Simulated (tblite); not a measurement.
# C₄H₃GeN₂: geometry relaxation (part 4 of 4)

C₄H₃GeN₂, multiplicity 2; GFN2-xTB geometry optimisation, gas phase (tblite 0.8.0). It belongs to a series of runs on one base structure; here: H removed from sp2 C.

Geometry of the input (Å):
```
C  -1.2442  2.0578  -0.3993
N  -1.4723  0.9154  -0.9356
Ge -0.5913  -0.6119  -0.3072
C  1.2712  -0.3816  -0.5009
C  2.4621  -0.2502  -0.6002
C  -1.0321  -0.8906  1.5108
N  -1.2868  -1.0583  2.6239
H  -0.5500  2.1875  0.4302
H  -1.0527  -1.8375  -1.1399
H  3.5052  -0.1260  -0.7043
```

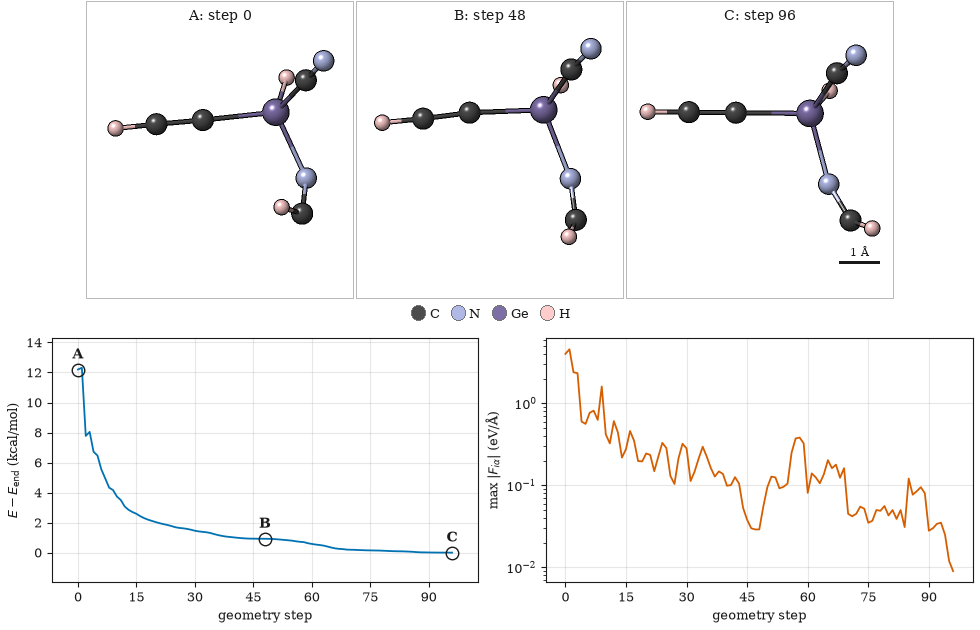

**Figure 1.** Frames of the relaxation (ball-and-stick view, seen at a tilt) above the curves, on which the letters mark them (steps are counted from 0).

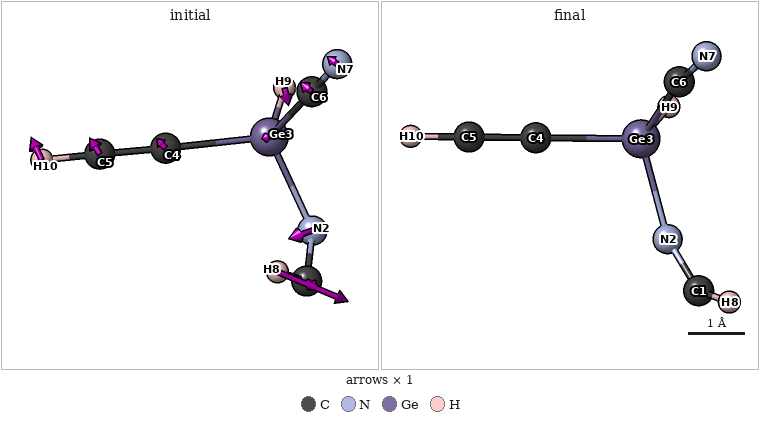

**Figure 2.** Before (left) and after (right) the relaxation, at one scale (ball-and-stick view, seen at a tilt). The pink arrows give the displacements, at true length. Over 96 geometry steps the energy falls by 12.2 kcal/mol. The largest force component goes from 4 to 0.009 eV/Å. H8 moves most after the best rigid fit: 1.41 Å. Largest moves by element: H 1.41 Å, N 0.54 Å, C 0.37 Å, Ge 0.18 Å. Among the contacts that change: C1–N2 1.282 → 1.201 Å, Ge3–H9 1.552 → 1.503 Å, Ge3–C6 1.891 → 1.932 Å, C1–H8 1.089 → 1.077 Å. Among the angles that change: C1–N2–Ge3 120.2° → 147.1°, N2–C1–H8 122.5° → 138.3°, N2–Ge3–C6 109.5° → 117.7°. (Atoms are counted from 1 in the order of the input.)

## Summary

| quantity | value |
| --- | --- |
| outcome | converged |
| total energy | −479.6099 eV |
| hardware | 1 CPU thread, shared host |
| peak memory | 0.18 GiB |
